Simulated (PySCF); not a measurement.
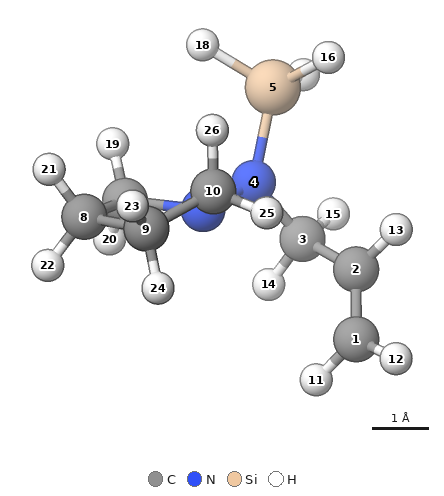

**Figure 1.** The structure as given in the input (ball-and-stick view, seen at a tilt; atoms are numbered from 1 in the order of the input). Bond lengths as drawn: C–C 1.33 to 1.54 Å, C–H 1.09 to 1.12 Å, C–N 1.45 Å, H–Si 1.49 to 1.50 Å, N–N 1.39 Å and N–Si 1.75 Å.

# NMR shielding calculation, with input and output: C₇H₁₆N₂Si

System: C₇H₁₆N₂Si, SMILES C=CCN([SiH3])N1CCCC1.
Method: GIAO PBE0/pcSseg-1 NMR shielding, non-relativistic, gas phase (PySCF 2.14.0).

The geometry comes from this level: PBE0-D3(BJ)/def2-SVP. Figures and captions count atoms from 1; the log counts them from 0 in places.

What the program printed:
```
coarse grid: 21272 points
cycle   1  E = -674.5596935868  dE =  1.075e+00  |g| = 4.173e-01  |ddm| = 4.534e+00
cycle   2  E = -674.5582953570  dE =  1.398e-03  |g| = 4.333e-01  |ddm| = 8.527e-01
cycle   3  E = -674.6065467483  dE = -4.825e-02  |g| = 5.752e-02  |ddm| = 4.751e-01
cycle   4  E = -674.6070859587  dE = -5.392e-04  |g| = 3.027e-02  |ddm| = 8.234e-02
cycle   5  E = -674.6072808027  dE = -1.948e-04  |g| = 8.192e-03  |ddm| = 3.859e-02
cycle   6  E = -674.6072938806  dE = -1.308e-05  |g| = 2.177e-03  |ddm| = 9.048e-03
cycle   7  E = -674.6072949871  dE = -1.106e-06  |g| = 5.361e-04  |ddm| = 2.365e-03
final grid: 198320 points
cycle   8  E = -674.6650981883  dE = -4.740e-05  |g| = 9.377e-03  |ddm| = 3.591e-02
cycle   9  E = -674.6650852288  dE =  1.296e-05  |g| = 1.184e-02  |ddm| = 2.123e-02
cycle  10  E = -674.6651210268  dE = -3.580e-05  |g| = 1.478e-03  |ddm| = 1.278e-02
cycle  11  E = -674.6651215081  dE = -4.813e-07  |g| = 3.493e-04  |ddm| = 1.578e-03
cycle  12  E = -674.6651215340  dE = -2.593e-08  |g| = 1.069e-04  |ddm| = 3.843e-04
cycle  13  E = -674.6651215365  dE = -2.465e-09  |g| = 4.246e-05  |ddm| = 1.352e-04
cycle  14  E = -674.6651215369  dE = -3.965e-10  |g| = 9.248e-06  |ddm| = 4.096e-05
```

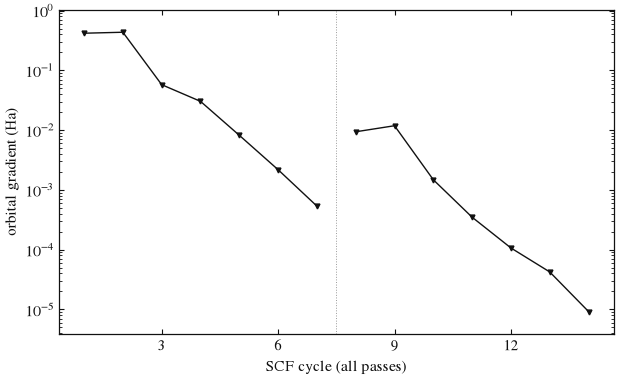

**Figure 2.** Convergence of the self-consistent field: orbital gradient against the SCF cycle. The dotted line marks the change from a coarse to the final integration grid. The first 7 cycles use a coarse grid, the final grid takes over at cycle 8, and the field converges after 14 cycles in all.

```
converged SCF energy = -674.6651215369

GIAO shielding tensors (ppm)
atom      isotropic    diamagn.    paramagn.     s11        s22        s33       span
  0 C       59.785     254.378    -194.593    -54.203     77.571    155.987    210.189
  1 C       36.856     257.880    -221.023    -88.155     45.209    153.516    241.671
  2 C      123.599     241.109    -117.509    107.275    115.101    148.421     41.146
  3 N      189.969     326.453    -136.484    138.240    172.895    258.772    120.532
  4 Si     421.910     881.144    -459.234    372.077    416.562    477.089    105.012
  5 N      167.639     324.824    -157.185     87.920    151.614    263.383    175.463
  6 C      135.590     244.749    -109.160    102.292    133.509    170.969     68.676
  7 C      160.684     252.174     -91.490    135.678    172.282    174.092     38.413
  8 C      158.682     249.045     -90.363    137.280    165.250    173.515     36.234
  9 C      128.694     248.442    -119.749    104.567    118.508    163.005     58.438
 10 H       25.841      31.513      -5.672     21.833     25.711     29.978      8.146
 11 H       25.968      28.737      -2.769     22.649     25.280     29.976      7.327
 12 H       25.163      31.745      -6.583     21.736     25.435     28.317      6.580
 13 H       27.961      31.051      -3.090     23.261     27.572     33.050      9.789
 14 H       28.060      29.854      -1.794     23.687     27.330     33.163      9.476
 15 H       26.617      30.053      -3.436     22.856     24.669     32.325      9.470
 16 H       27.021      29.353      -2.332     23.648     25.146     32.268      8.620
 17 H       26.327      30.580      -4.254     22.331     25.833     30.816      8.486
 18 H       28.712      32.251      -3.539     23.853     29.021     33.263      9.410
 19 H       28.333      31.345      -3.012     23.727     27.016     34.256     10.529
 20 H       29.733      30.236      -0.502     25.011     27.451     36.737     11.726
 21 H       29.544      30.003      -0.459     25.066     26.647     36.919     11.852
 22 H       29.867      30.153      -0.287     25.391     26.834     37.375     11.984
 23 H       29.498      32.045      -2.547     25.049     27.375     36.071     11.022
 24 H       28.393      33.949      -5.556     23.915     28.419     32.845      8.930
 25 H       28.907      33.501      -4.594     24.234     28.824     33.664      9.431
```

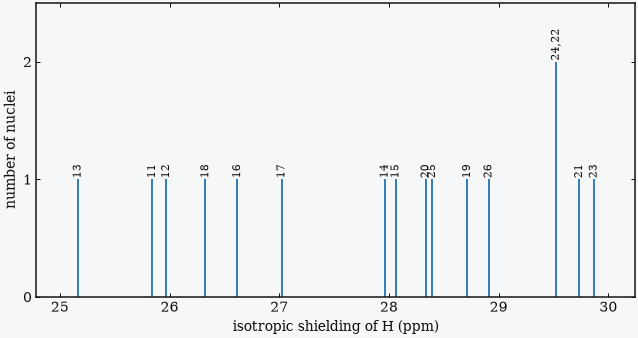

**Figure 3.** Isotropic shieldings of the hydrogen nuclei in this fixed geometry, labelled by atom number; shielding grows to the right, so chemical shift grows to the left. The least shielded is H13 (25.2 ppm), the most shielded H23 (29.9 ppm).

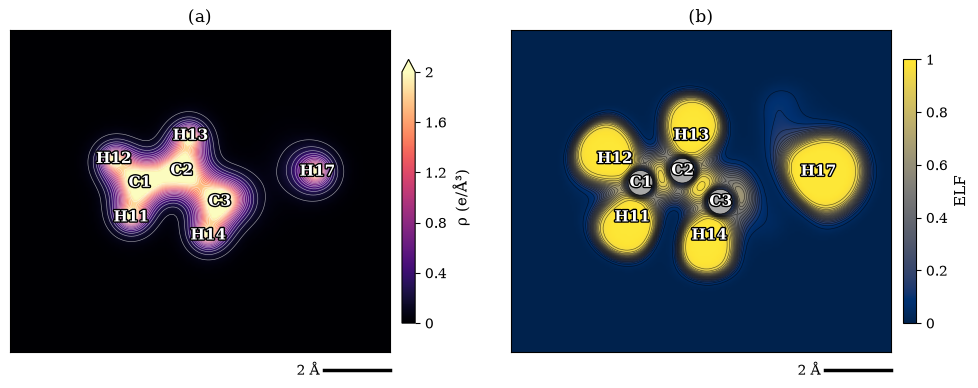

**Figure 4.** (a) total electron density; (b) ELF on the plane of atoms C2, C1 and H12. Grey discs, where drawn, cover atomic cores. Atoms in the plane: C and H.

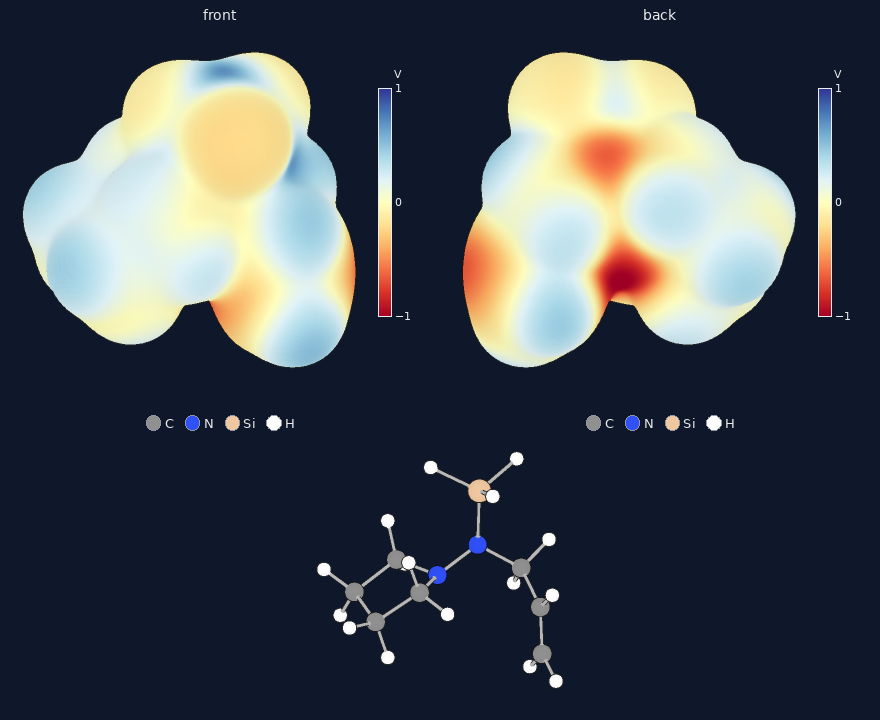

**Figure 5.** The molecular electrostatic potential painted on the density surface at 0.001 e/bohr³, seen at a tilt and from behind; red is negative and blue positive. The bare structure is drawn below in the same view.

This output came from the following input.

Input:
```
{"job": {"kind": "nmr", "xc": "PBE0", "basis": "pcSseg-1"}, "charge": 0, "multiplicity": 1}
C     -2.698849     1.278610    -1.214225
C     -2.567059     0.099135    -0.607335
C     -1.709265    -1.025050    -1.109402
N     -0.596780    -1.338823    -0.229832
Si    -0.683214    -2.608794     0.972355
N      0.364386    -0.339186    -0.183747
C      1.703062    -0.710250    -0.615469
C      2.591276     0.441822    -0.115291
C      1.646216     1.361298     0.681287
C      0.474127     0.457052     1.020652
H     -2.178937     1.490643    -2.154317
H     -3.326679     2.072896    -0.801194
H     -3.084803    -0.081732     0.343990
H     -1.319746    -0.777640    -2.112153
H     -2.319848    -1.939899    -1.215065
H     -1.403794    -2.247886     2.239847
H     -1.411038    -3.758713     0.356510
H      0.704258    -3.008648     1.351319
H      2.024851    -1.673483    -0.169253
H      1.725495    -0.840347    -1.709454
H      3.393311     0.052274     0.528828
H      3.079578     0.980311    -0.939726
H      2.122514     1.801544     1.568741
H      1.289489     2.186254     0.046404
H     -0.464691     0.998602     1.210266
H      0.699416    -0.158560     1.923630
```

The first line tells a small driver script what to run in PySCF; the rest is the geometry in Å.

Launch command:
```bash
OMP_NUM_THREADS=1 python <driver script> task.json out
```

Results in brief:

```tsv
quantity	value
outcome	converged
total energy	−674.665122 hartree
HOMO	−6.13 eV
LUMO	0.22 eV
dipole moment	0.80 D
isotropic shielding, C	36.9 to 160.7 ppm
isotropic shielding, N	167.6 to 190.0 ppm
isotropic shielding, Si	421.9 ppm
isotropic shielding, H	25.2 to 29.9 ppm
hardware	1 CPU thread, shared host
wall time	64 s
peak memory	1.3 GiB
```
